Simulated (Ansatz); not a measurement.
**AlO+ (triplet): PBE, BLYP, r2SCAN over a scan of the distance Al1–O2, 6-31G, part 1 of 2**

How well do these functionals follow the top wave-function level for AlO+ (triplet) over a scan of the distance Al1–O2?

Computed with Ansatz 0.2.0, Gaussian basis. Level: 6-31G, all electrons in the functionals.

To be run: PBE, BLYP, r2SCAN, at 1.389 Å; 1.522 Å; 1.733 Å; 1.920 Å; 2.166 Å; 2.424 Å; 2.745 Å; 3.283 Å; 3.853 Å; 4.691 Å; 5.869 Å.

38 further runs of the same task are left out: 18 for a known fault of the program, 17 that didn't finish, 3 set aside as unsound or not needed.

**1. The system**

The geometry derives from a PBE0/def2-TZVP stationary point (not a proven minimum). One bond is set to the value named and the two fragments are kept rigid.

2 atoms, charge 1, spin multiplicity 3.

Atoms are counted from 1 here; the program's logs count them from 0.

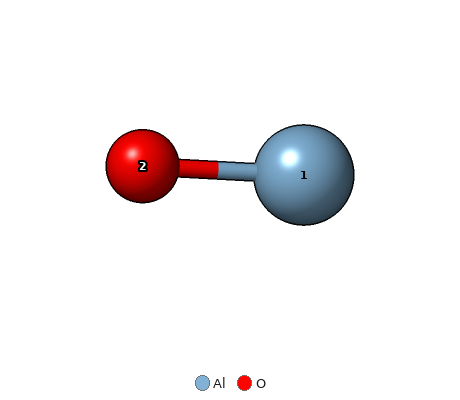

The geometry (aluminium light blue, oxygen red); atoms are numbered from 1 in the order of the file.

No dispersion term is added.

The geometry shown and the zero of energy belong to the point 1.733 Å. The yardstick, FCI, and other wave-function levels (R restricted, U unrestricted, valence and pair active spaces) come from earlier runs.

**2. PBE, 1.389 Å**

Contents of in.yaml:

```yaml
crystal:
  periodic: [false, false, false]
  atoms:
    - {symbol: Al, position_ang: [0.000000, 0.000000, 0.000000]}
    - {symbol: O, position_ang: [0.000000, 0.000000, 1.389000]}
basis:
  gaussian: {orbitals: 6-31G}
total_charge: 1
magnetization: {spin_polarized: true, initial_magnetization: 2}
hamiltonian: {xc: {name: PBE}}
output: {orbitals: {seedname: orbitals}}
```

Launch:

```bash
> ansatz run in.yaml --threads 1 --pin off --events-out ev --progress --plain --max-ram 2393MiB
```

Output, shortened:

```text
Functional definition: PBE
  name "PBE"
  cite "Perdew, Burke & Ernzerhof, Phys. Rev. Lett. 77, 3865 (1996) doi:10.1103/PhysRevLett.77.3865"
  parent pbe
[...]
218 factors; integrals over basis functions are off by at most 1.1e-4 eV
[...]
mean field -8621.60043124 eV, -316.8379719176 hartree, gradient 4.2e-6 eV, S^2 2.000802; 8 other end points of the search recorded, 0 dependent functions left out
reference -8621.60046944 eV, -316.8379733213 hartree; 11, 9 occupied and 11, 13 virtual orbitals, 218 factors
Total energy: -8621.60046944 eV, -316.8379733213 hartree
```

It took 1.7 s on 1 thread of Arm Neoverse V1, shared host.

From the report: ⟨S²⟩ of the determinant 2.001 (pure triplet: 2.00).

**3. PBE, 1.522 Å**

in.yaml, as its differences from that of step 2:

```diff
@@ -4,3 +4,3 @@
     - {symbol: Al, position_ang: [0.000000, 0.000000, 0.000000]}
-    - {symbol: O, position_ang: [0.000000, 0.000000, 1.389000]}
+    - {symbol: O, position_ang: [0.000000, 0.000000, 1.522000]}
 basis:
```

The command is unchanged.

Output, shortened:

```text
Functional definition: PBE
  name "PBE"
  cite "Perdew, Burke & Ernzerhof, Phys. Rev. Lett. 77, 3865 (1996) doi:10.1103/PhysRevLett.77.3865"
  parent pbe
[...]
216 factors; integrals over basis functions are off by at most 1.2e-4 eV
[...]
mean field -8624.12724363 eV, -316.9308305598 hartree, gradient 1.2e-5 eV, S^2 2.001245; 6 other end points of the search recorded, 0 dependent functions left out
reference -8624.12728150 eV, -316.9308319518 hartree; 11, 9 occupied and 11, 13 virtual orbitals, 216 factors
Total energy: -8624.12728150 eV, -316.9308319518 hartree
```

Wall time 1.2 s (1 thread of Arm Neoverse V1, shared host).

From the report: ⟨S²⟩ of the determinant 2.001 (pure triplet: 2.00).

**4. PBE, 1.733 Å**

in.yaml, as its differences from that of step 3:

```diff
@@ -4,3 +4,3 @@
     - {symbol: Al, position_ang: [0.000000, 0.000000, 0.000000]}
-    - {symbol: O, position_ang: [0.000000, 0.000000, 1.522000]}
+    - {symbol: O, position_ang: [0.000000, 0.000000, 1.732900]}
 basis:
```

Same command.

Output, shortened:

```text
Functional definition: PBE
  name "PBE"
  cite "Perdew, Burke & Ernzerhof, Phys. Rev. Lett. 77, 3865 (1996) doi:10.1103/PhysRevLett.77.3865"
  parent pbe
[...]
213 factors; integrals over basis functions are off by at most 1.5e-4 eV
[...]
mean field -8625.65022875 eV, -316.9867992309 hartree, gradient 8.8e-6 eV, S^2 2.003263; 1 other end points of the search recorded, 0 dependent functions left out
reference -8625.65026522 eV, -316.9868005712 hartree; 11, 9 occupied and 11, 13 virtual orbitals, 213 factors
Total energy: -8625.65026522 eV, -316.9868005712 hartree
```

It took 0.7 s on 1 thread of Arm Neoverse V1, shared host.

From the report: ⟨S²⟩ of the determinant 2.003 (pure triplet: 2.00).

**5. PBE, 1.920 Å**

in.yaml, as its differences from that of step 4:

```diff
@@ -4,3 +4,3 @@
     - {symbol: Al, position_ang: [0.000000, 0.000000, 0.000000]}
-    - {symbol: O, position_ang: [0.000000, 0.000000, 1.732900]}
+    - {symbol: O, position_ang: [0.000000, 0.000000, 1.920000]}
 basis:
```

Same command.

Output, shortened:

```text
Functional definition: PBE
  name "PBE"
  cite "Perdew, Burke & Ernzerhof, Phys. Rev. Lett. 77, 3865 (1996) doi:10.1103/PhysRevLett.77.3865"
  parent pbe
[...]
213 factors; integrals over basis functions are off by at most 1.8e-4 eV
[...]
mean field -8625.83902112 eV, -316.9937372224 hartree, gradient 6.7e-5 eV, S^2 2.007534; 6 other end points of the search recorded, 0 dependent functions left out
reference -8625.83905554 eV, -316.9937384874 hartree; 11, 9 occupied and 11, 13 virtual orbitals, 213 factors
Total energy: -8625.83905554 eV, -316.9937384874 hartree
```

Run time: 1.3 s. Hardware: 1 thread of Arm Neoverse V1, shared host.

From the report: ⟨S²⟩ of the determinant 2.008 (pure triplet: 2.00).

From 1.733 Å: -0.189 eV.

**6. PBE, 2.166 Å**

in.yaml, as its differences from that of step 5:

```diff
@@ -4,3 +4,3 @@
     - {symbol: Al, position_ang: [0.000000, 0.000000, 0.000000]}
-    - {symbol: O, position_ang: [0.000000, 0.000000, 1.920000]}
+    - {symbol: O, position_ang: [0.000000, 0.000000, 2.166000]}
 basis:
```

Launched as before.

Output, shortened:

```text
Functional definition: PBE
  name "PBE"
  cite "Perdew, Burke & Ernzerhof, Phys. Rev. Lett. 77, 3865 (1996) doi:10.1103/PhysRevLett.77.3865"
  parent pbe
[...]
213 factors; integrals over basis functions are off by at most 2.0e-4 eV
[...]
mean field -8625.55749499 eV, -316.9833913282 hartree, gradient 2.3e-6 eV, S^2 2.015414; 7 other end points of the search recorded, 0 dependent functions left out
reference -8625.55752652 eV, -316.9833924868 hartree; 11, 9 occupied and 11, 13 virtual orbitals, 213 factors
Total energy: -8625.55752652 eV, -316.9833924868 hartree
```

It took 2.1 s on 1 thread of Arm Neoverse V1, shared host.

From the report: ⟨S²⟩ of the determinant 2.015 (pure triplet: 2.00).

From 1.733 Å: +0.093 eV.

**7. PBE, 2.424 Å**

in.yaml, as its differences from that of step 6:

```diff
@@ -4,3 +4,3 @@
     - {symbol: Al, position_ang: [0.000000, 0.000000, 0.000000]}
-    - {symbol: O, position_ang: [0.000000, 0.000000, 2.166000]}
+    - {symbol: O, position_ang: [0.000000, 0.000000, 2.424000]}
 basis:
```

Launched as before.

Output, shortened:

```text
Functional definition: PBE
  name "PBE"
  cite "Perdew, Burke & Ernzerhof, Phys. Rev. Lett. 77, 3865 (1996) doi:10.1103/PhysRevLett.77.3865"
  parent pbe
[...]
213 factors; integrals over basis functions are off by at most 2.1e-4 eV
[...]
mean field -8625.25216476 eV, -316.9721706492 hartree, gradient 3.9e-6 eV, S^2 2.011563; 10 other end points of the search recorded, 0 dependent functions left out
reference -8625.25219583 eV, -316.9721717909 hartree; 11, 9 occupied and 11, 13 virtual orbitals, 213 factors
Total energy: -8625.25219583 eV, -316.9721717909 hartree
```

Run time: 2.2 s. Hardware: 1 thread of Arm Neoverse V1, shared host.

From the report: ⟨S²⟩ of the determinant 2.012 (pure triplet: 2.00).

From 1.733 Å: +0.398 eV.

**8. PBE, 2.745 Å**

in.yaml, as its differences from that of step 7:

```diff
@@ -4,3 +4,3 @@
     - {symbol: Al, position_ang: [0.000000, 0.000000, 0.000000]}
-    - {symbol: O, position_ang: [0.000000, 0.000000, 2.424000]}
+    - {symbol: O, position_ang: [0.000000, 0.000000, 2.745000]}
 basis:
```

The command is unchanged.

Output, shortened:

```text
Functional definition: PBE
  name "PBE"
  cite "Perdew, Burke & Ernzerhof, Phys. Rev. Lett. 77, 3865 (1996) doi:10.1103/PhysRevLett.77.3865"
  parent pbe
[...]
213 factors; integrals over basis functions are off by at most 2.4e-4 eV
[...]
mean field -8625.18564017 eV, -316.9697259156 hartree, gradient 1.3e-6 eV, S^2 2.005831; 4 other end points of the search recorded, 0 dependent functions left out
reference -8625.18567112 eV, -316.9697270528 hartree; 11, 9 occupied and 11, 13 virtual orbitals, 213 factors
Total energy: -8625.18567112 eV, -316.9697270528 hartree
```

Run time: 1.6 s. Hardware: 1 thread of Arm Neoverse V1, shared host.

From the report: ⟨S²⟩ of the determinant 2.006 (pure triplet: 2.00).

From 1.733 Å: +0.465 eV.

**9. PBE, 3.283 Å**

in.yaml, as its differences from that of step 8:

```diff
@@ -4,3 +4,3 @@
     - {symbol: Al, position_ang: [0.000000, 0.000000, 0.000000]}
-    - {symbol: O, position_ang: [0.000000, 0.000000, 2.745000]}
+    - {symbol: O, position_ang: [0.000000, 0.000000, 3.283000]}
 basis:
```

Launched as before.

Output, shortened:

```text
Functional definition: PBE
  name "PBE"
  cite "Perdew, Burke & Ernzerhof, Phys. Rev. Lett. 77, 3865 (1996) doi:10.1103/PhysRevLett.77.3865"
  parent pbe
[...]
213 factors; integrals over basis functions are off by at most 3.7e-4 eV
[...]
mean field -8625.07967931 eV, -316.9658319258 hartree, gradient 1.0e-6 eV, S^2 2.006645; 4 other end points of the search recorded, 0 dependent functions left out
reference -8625.07971116 eV, -316.9658330961 hartree; 11, 9 occupied and 11, 13 virtual orbitals, 213 factors
Total energy: -8625.07971116 eV, -316.9658330961 hartree
```

It took 1.3 s on 1 thread of Arm Neoverse V1, shared host.

From the report: ⟨S²⟩ of the determinant 2.007 (pure triplet: 2.00).

From 1.733 Å: +0.571 eV.

**10. PBE, 3.853 Å**

in.yaml, as its differences from that of step 9:

```diff
@@ -4,3 +4,3 @@
     - {symbol: Al, position_ang: [0.000000, 0.000000, 0.000000]}
-    - {symbol: O, position_ang: [0.000000, 0.000000, 3.283000]}
+    - {symbol: O, position_ang: [0.000000, 0.000000, 3.853000]}
 basis:
```

Launched as before.

Output, shortened:

```text
Functional definition: PBE
  name "PBE"
  cite "Perdew, Burke & Ernzerhof, Phys. Rev. Lett. 77, 3865 (1996) doi:10.1103/PhysRevLett.77.3865"
  parent pbe
[...]
213 factors; integrals over basis functions are off by at most 3.6e-4 eV
[...]
mean field -8624.96377240 eV, -316.9615724251 hartree, gradient 5.0e-6 eV, S^2 2.006457; 5 other end points of the search recorded, 0 dependent functions left out
reference -8624.96380396 eV, -316.9615735852 hartree; 11, 9 occupied and 11, 13 virtual orbitals, 213 factors
Total energy: -8624.96380396 eV, -316.9615735852 hartree
```

Wall time 1.7 s (1 thread of Arm Neoverse V1, shared host).

From the report: ⟨S²⟩ of the determinant 2.006 (pure triplet: 2.00).

From 1.733 Å: +0.686 eV.

**11. PBE, 4.691 Å**

in.yaml, as its differences from that of step 10:

```diff
@@ -4,3 +4,3 @@
     - {symbol: Al, position_ang: [0.000000, 0.000000, 0.000000]}
-    - {symbol: O, position_ang: [0.000000, 0.000000, 3.853000]}
+    - {symbol: O, position_ang: [0.000000, 0.000000, 4.691000]}
 basis:
```

Launched as before.

Output, shortened:

```text
Functional definition: PBE
  name "PBE"
  cite "Perdew, Burke & Ernzerhof, Phys. Rev. Lett. 77, 3865 (1996) doi:10.1103/PhysRevLett.77.3865"
  parent pbe
[...]
213 factors; integrals over basis functions are off by at most 3.5e-4 eV
[...]
mean field -8624.84960750 eV, -316.9573769428 hartree, gradient 2.8e-6 eV, S^2 2.005950; 5 other end points of the search recorded, 0 dependent functions left out
reference -8624.84964065 eV, -316.9573781608 hartree; 11, 9 occupied and 11, 13 virtual orbitals, 213 factors
Total energy: -8624.84964065 eV, -316.9573781608 hartree
```

It took 2.2 s on 1 thread of Arm Neoverse V1, shared host.

From the report: ⟨S²⟩ of the determinant 2.006 (pure triplet: 2.00).

From 1.733 Å: +0.801 eV.

**12. PBE, 5.869 Å**

in.yaml, as its differences from that of step 11:

```diff
@@ -4,3 +4,3 @@
     - {symbol: Al, position_ang: [0.000000, 0.000000, 0.000000]}
-    - {symbol: O, position_ang: [0.000000, 0.000000, 4.691000]}
+    - {symbol: O, position_ang: [0.000000, 0.000000, 5.869000]}
 basis:
```

The command is unchanged.

Output, shortened:

```text
Functional definition: PBE
  name "PBE"
  cite "Perdew, Burke & Ernzerhof, Phys. Rev. Lett. 77, 3865 (1996) doi:10.1103/PhysRevLett.77.3865"
  parent pbe
[...]
213 factors; integrals over basis functions are off by at most 1.3e-4 eV
[...]
mean field -8624.78542406 eV, -316.9550182448 hartree, gradient 5.1e-6 eV, S^2 2.007045; 5 other end points of the search recorded, 0 dependent functions left out
reference -8624.78545821 eV, -316.9550194997 hartree; 11, 9 occupied and 11, 13 virtual orbitals, 213 factors
Total energy: -8624.78545821 eV, -316.9550194997 hartree
```

Run time: 2.3 s. Hardware: 1 thread of Arm Neoverse V1, shared host.

From the report: ⟨S²⟩ of the determinant 2.007 (pure triplet: 2.00).

From 1.733 Å: +0.865 eV.

**13. BLYP, 1.389 Å**

Contents of in.yaml:

```yaml
crystal:
  periodic: [false, false, false]
  atoms:
    - {symbol: Al, position_ang: [0.000000, 0.000000, 0.000000]}
    - {symbol: O, position_ang: [0.000000, 0.000000, 1.389000]}
basis:
  gaussian: {orbitals: 6-31G}
total_charge: 1
magnetization: {spin_polarized: true, initial_magnetization: 2}
hamiltonian: {xc: {name: BLYP}}
```

Launched as before.

Output, shortened:

```text
Functional definition: BLYP
  name "BLYP"
  cite "Becke, Phys. Rev. A 38, 3098 (1988) doi:10.1103/PhysRevA.38.3098"
  cite "Lee, Yang & Parr, Phys. Rev. B 37, 785 (1988) doi:10.1103/PhysRevB.37.785"
[...]
218 factors; integrals over basis functions are off by at most 1.1e-4 eV
[...]
mean field -8627.58214962 eV, -317.0577960133 hartree, gradient 9.5e-7 eV, S^2 2.001102; 8 other end points of the search recorded, 0 dependent functions left out
reference -8627.58239388 eV, -317.0578049897 hartree; 11, 9 occupied and 11, 13 virtual orbitals, 218 factors
Total energy: -8627.58239388 eV, -317.0578049897 hartree
```

Wall time 1.5 s (1 thread of Arm Neoverse V1, shared host).

From the report: ⟨S²⟩ of the determinant 2.001 (pure triplet: 2.00).

**14. BLYP, 1.522 Å**

in.yaml, as its differences from that of step 13:

```diff
@@ -4,3 +4,3 @@
     - {symbol: Al, position_ang: [0.000000, 0.000000, 0.000000]}
-    - {symbol: O, position_ang: [0.000000, 0.000000, 1.389000]}
+    - {symbol: O, position_ang: [0.000000, 0.000000, 1.522000]}
 basis:
```

The command is unchanged.

Output, shortened:

```text
Functional definition: BLYP
  name "BLYP"
  cite "Becke, Phys. Rev. A 38, 3098 (1988) doi:10.1103/PhysRevA.38.3098"
  cite "Lee, Yang & Parr, Phys. Rev. B 37, 785 (1988) doi:10.1103/PhysRevB.37.785"
[...]
216 factors; integrals over basis functions are off by at most 1.2e-4 eV
[...]
mean field -8630.11238402 eV, -317.1507804124 hartree, gradient 4.9e-5 eV, S^2 2.001671; 5 other end points of the search recorded, 0 dependent functions left out
reference -8630.11262842 eV, -317.1507893938 hartree; 11, 9 occupied and 11, 13 virtual orbitals, 216 factors
Total energy: -8630.11262842 eV, -317.1507893938 hartree
```

It took 1.3 s on 1 thread of Arm Neoverse V1, shared host.

From the report: ⟨S²⟩ of the determinant 2.002 (pure triplet: 2.00).

**15. BLYP, 1.733 Å**

in.yaml, as its differences from that of step 14:

```diff
@@ -4,3 +4,3 @@
     - {symbol: Al, position_ang: [0.000000, 0.000000, 0.000000]}
-    - {symbol: O, position_ang: [0.000000, 0.000000, 1.522000]}
+    - {symbol: O, position_ang: [0.000000, 0.000000, 1.732900]}
 basis:
```

Launched as before.

Output, shortened:

```text
Functional definition: BLYP
  name "BLYP"
  cite "Becke, Phys. Rev. A 38, 3098 (1988) doi:10.1103/PhysRevA.38.3098"
  cite "Lee, Yang & Parr, Phys. Rev. B 37, 785 (1988) doi:10.1103/PhysRevB.37.785"
[...]
213 factors; integrals over basis functions are off by at most 1.5e-4 eV
[...]
mean field -8631.64739173 eV, -317.2071909052 hartree, gradient 5.2e-5 eV, S^2 2.003822; 4 other end points of the search recorded, 0 dependent functions left out
reference -8631.64763273 eV, -317.2071997618 hartree; 11, 9 occupied and 11, 13 virtual orbitals, 213 factors
Total energy: -8631.64763273 eV, -317.2071997618 hartree
```

Wall time 1.2 s (1 thread of Arm Neoverse V1, shared host).

From the report: ⟨S²⟩ of the determinant 2.004 (pure triplet: 2.00).

**16. BLYP, 1.920 Å**

in.yaml, as its differences from that of step 15:

```diff
@@ -4,3 +4,3 @@
     - {symbol: Al, position_ang: [0.000000, 0.000000, 0.000000]}
-    - {symbol: O, position_ang: [0.000000, 0.000000, 1.732900]}
+    - {symbol: O, position_ang: [0.000000, 0.000000, 1.920000]}
 basis:
```

Same command.

Output, shortened:

```text
Functional definition: BLYP
  name "BLYP"
  cite "Becke, Phys. Rev. A 38, 3098 (1988) doi:10.1103/PhysRevA.38.3098"
  cite "Lee, Yang & Parr, Phys. Rev. B 37, 785 (1988) doi:10.1103/PhysRevB.37.785"
[...]
213 factors; integrals over basis functions are off by at most 1.8e-4 eV
[...]
mean field -8631.85551686 eV, -317.2148393630 hartree, gradient 2.4e-5 eV, S^2 2.007630; 5 other end points of the search recorded, 0 dependent functions left out
reference -8631.85575258 eV, -317.2148480253 hartree; 11, 9 occupied and 11, 13 virtual orbitals, 213 factors
Total energy: -8631.85575258 eV, -317.2148480253 hartree
```

Run time: 1.2 s. Hardware: 1 thread of Arm Neoverse V1, shared host.

From the report: ⟨S²⟩ of the determinant 2.008 (pure triplet: 2.00).

From 1.733 Å: -0.208 eV.

**17. BLYP, 2.166 Å**

in.yaml, as its differences from that of step 16:

```diff
@@ -4,3 +4,3 @@
     - {symbol: Al, position_ang: [0.000000, 0.000000, 0.000000]}
-    - {symbol: O, position_ang: [0.000000, 0.000000, 1.920000]}
+    - {symbol: O, position_ang: [0.000000, 0.000000, 2.166000]}
 basis:
```

Launched as before.

Output, shortened:

```text
Functional definition: BLYP
  name "BLYP"
  cite "Becke, Phys. Rev. A 38, 3098 (1988) doi:10.1103/PhysRevA.38.3098"
  cite "Lee, Yang & Parr, Phys. Rev. B 37, 785 (1988) doi:10.1103/PhysRevB.37.785"
[...]
213 factors; integrals over basis functions are off by at most 2.0e-4 eV
[...]
mean field -8631.60788735 eV, -317.2057391460 hartree, gradient 9.8e-6 eV, S^2 2.013439; 7 other end points of the search recorded, 0 dependent functions left out
reference -8631.60811331 eV, -317.2057474501 hartree; 11, 9 occupied and 11, 13 virtual orbitals, 213 factors
Total energy: -8631.60811331 eV, -317.2057474501 hartree
```

Wall time 2 s (1 thread of Arm Neoverse V1, shared host).

From the report: ⟨S²⟩ of the determinant 2.013 (pure triplet: 2.00).

From 1.733 Å: +0.040 eV.

**18. BLYP, 2.424 Å**

in.yaml, as its differences from that of step 17:

```diff
@@ -4,3 +4,3 @@
     - {symbol: Al, position_ang: [0.000000, 0.000000, 0.000000]}
-    - {symbol: O, position_ang: [0.000000, 0.000000, 2.166000]}
+    - {symbol: O, position_ang: [0.000000, 0.000000, 2.424000]}
 basis:
```

Same command.

Output, shortened:

```text
Functional definition: BLYP
  name "BLYP"
  cite "Becke, Phys. Rev. A 38, 3098 (1988) doi:10.1103/PhysRevA.38.3098"
  cite "Lee, Yang & Parr, Phys. Rev. B 37, 785 (1988) doi:10.1103/PhysRevB.37.785"
[...]
213 factors; integrals over basis functions are off by at most 2.1e-4 eV
[...]
mean field -8631.33195280 eV, -317.1955987387 hartree, gradient 1.1e-5 eV, S^2 2.009914; 11 other end points of the search recorded, 0 dependent functions left out
reference -8631.33218194 eV, -317.1956071591 hartree; 11, 9 occupied and 11, 13 virtual orbitals, 213 factors
Total energy: -8631.33218194 eV, -317.1956071591 hartree
```

Wall time 2 s (1 thread of Arm Neoverse V1, shared host).

From the report: ⟨S²⟩ of the determinant 2.010 (pure triplet: 2.00).

From 1.733 Å: +0.315 eV.

**19. BLYP, 2.745 Å**

in.yaml, as its differences from that of step 18:

```diff
@@ -4,3 +4,3 @@
     - {symbol: Al, position_ang: [0.000000, 0.000000, 0.000000]}
-    - {symbol: O, position_ang: [0.000000, 0.000000, 2.424000]}
+    - {symbol: O, position_ang: [0.000000, 0.000000, 2.745000]}
 basis:
```

Launched as before.

Output, shortened:

```text
Functional definition: BLYP
  name "BLYP"
  cite "Becke, Phys. Rev. A 38, 3098 (1988) doi:10.1103/PhysRevA.38.3098"
  cite "Lee, Yang & Parr, Phys. Rev. B 37, 785 (1988) doi:10.1103/PhysRevB.37.785"
[...]
213 factors; integrals over basis functions are off by at most 2.4e-4 eV
[...]
mean field -8631.27004928 eV, -317.1933238261 hartree, gradient 5.4e-7 eV, S^2 2.005511; 5 other end points of the search recorded, 0 dependent functions left out
reference -8631.27028296 eV, -317.1933324138 hartree; 11, 9 occupied and 11, 13 virtual orbitals, 213 factors
Total energy: -8631.27028296 eV, -317.1933324138 hartree
```

It took 2 s on 1 thread of Arm Neoverse V1, shared host.

From the report: ⟨S²⟩ of the determinant 2.006 (pure triplet: 2.00).

From 1.733 Å: +0.377 eV.

**20. BLYP, 3.283 Å**

in.yaml, as its differences from that of step 19:

```diff
@@ -4,3 +4,3 @@
     - {symbol: Al, position_ang: [0.000000, 0.000000, 0.000000]}
-    - {symbol: O, position_ang: [0.000000, 0.000000, 2.745000]}
+    - {symbol: O, position_ang: [0.000000, 0.000000, 3.283000]}
 basis:
```

The command is unchanged.

Output, shortened:

```text
Functional definition: BLYP
  name "BLYP"
  cite "Becke, Phys. Rev. A 38, 3098 (1988) doi:10.1103/PhysRevA.38.3098"
  cite "Lee, Yang & Parr, Phys. Rev. B 37, 785 (1988) doi:10.1103/PhysRevB.37.785"
[...]
213 factors; integrals over basis functions are off by at most 3.7e-4 eV
[...]
mean field -8631.19591130 eV, -317.1905993057 hartree, gradient 7.8e-6 eV, S^2 2.006364; 4 other end points of the search recorded, 0 dependent functions left out
reference -8631.19615634 eV, -317.1906083106 hartree; 11, 9 occupied and 11, 13 virtual orbitals, 213 factors
Total energy: -8631.19615634 eV, -317.1906083106 hartree
```

Run time: 1.3 s. Hardware: 1 thread of Arm Neoverse V1, shared host.

From the report: ⟨S²⟩ of the determinant 2.006 (pure triplet: 2.00).

From 1.733 Å: +0.451 eV.

(Continued in part 2 of 2.)
